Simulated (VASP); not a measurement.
CaO₅

```
Ca O
1.0
     4.72342    0.00000    0.00000
    -2.36171    4.09061    0.00000
     0.00000    0.00000    3.93942
Ca O
1 5
Direct
  0.00000 0.00000 0.00000
  0.33333 0.66667 0.00000
  0.66667 0.33333 0.00000
  0.50000 0.00000 0.50000
  0.50000 0.50000 0.50000
  0.00000 0.50000 0.50000
```

Space group P6/mmm; a structure from a database of computed crystals, not necessarily the ambient phase; a generated structure, not necessarily the stable one; computed pressure about −16 GPa in this cell.

Theory: VASP 6.6.1, Kohn-Sham DFT of a periodic cell, PBE, VASP PAW PBE potentials, recommended.

Core electrons are frozen (PAW), and the valence fields are smoothed inside the atomic spheres.

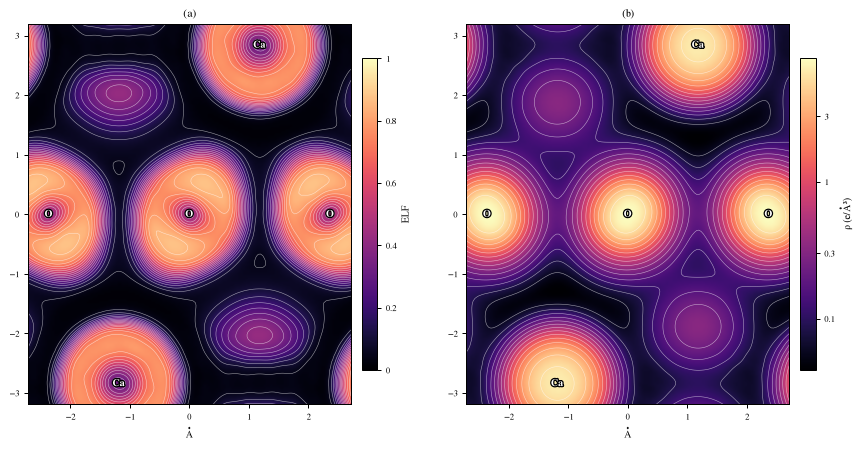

Figure 1. (a) electron localisation function; (b) valence charge density (pseudo) on the (101) plane of the conventional cell.

What does the map show?

Answer. Atoms in the plane: Ca and O. Atoms just off the plane (O, 0.9 Å away) can leave unmarked features too. Ca–O (3.08 Å): ρ at the midpoint is about 0.05 e/Å³; the ELF is about 0 at the midpoint (an ionic contact with no shared pair). Between the atoms the lowest density in this plane is 0.04 e/Å³. The features right at Ca lie inside the PAW spheres, where the map follows smoothed inner orbitals and isn't to be read closely.

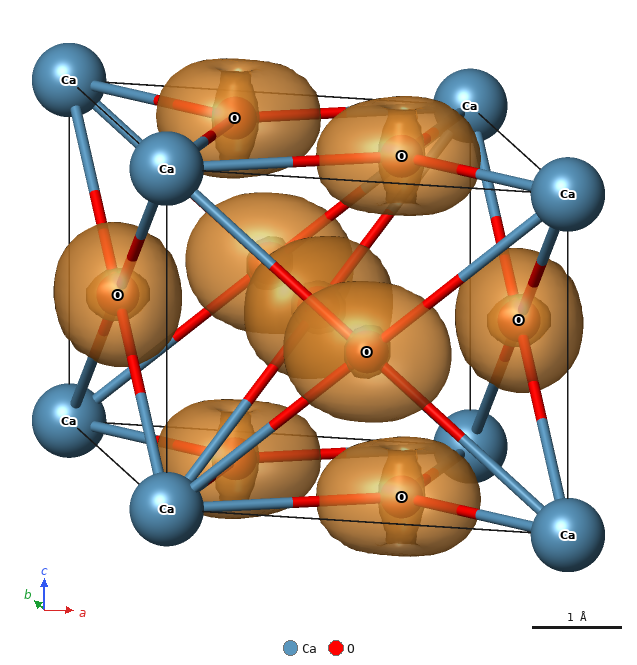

Figure 2. Isosurface of the electron localisation function at 0.7 (orange), seen slightly off an axis. Core shells and regions of very low density are left out. Sticks mark near contacts.

Identify the bonds, lone pairs and shells in this picture.

Answer. At this value the surface marks out five regions wrapped around O (the valence shell of each), counted in one cell of 6 atoms. Any copies at cell faces, edges or corners count once. Along the contacts the grid gives the following. Ca–O (2.73 Å): the ELF is about 0.05 at the midpoint: a largely ionic contact.
